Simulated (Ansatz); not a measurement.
The starting structures come from a database of crystals and need not be the phases stable at ambient conditions.

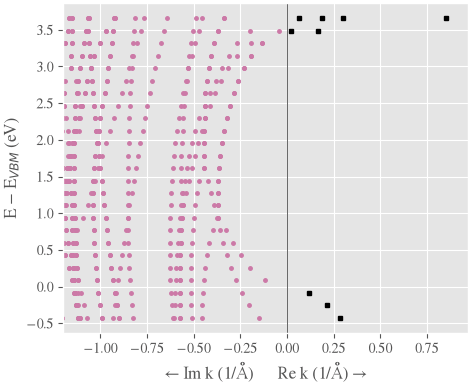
Figure. Complex bands at the centre of the two-dimensional zone; Ansatz (a program for electronic structure) with PBEsol

The gap is the functional's own. No spin-orbit coupling. Mid-gap values are interpolated on the energy grid.

### Question
This is CsPbF3 (R3c, not sure to be the ambient phase, 10 atoms a cell, 22.0 Å³ an atom) along the normal of (110). Read off the slowest decay at the centre of the two-dimensional zone at 1.78 eV, the computed energy nearest the middle of the gap.

### Answer
κ ≈ 0.36 1/Å, a decay length 1/(2κ) of the density of 1.4 Å.
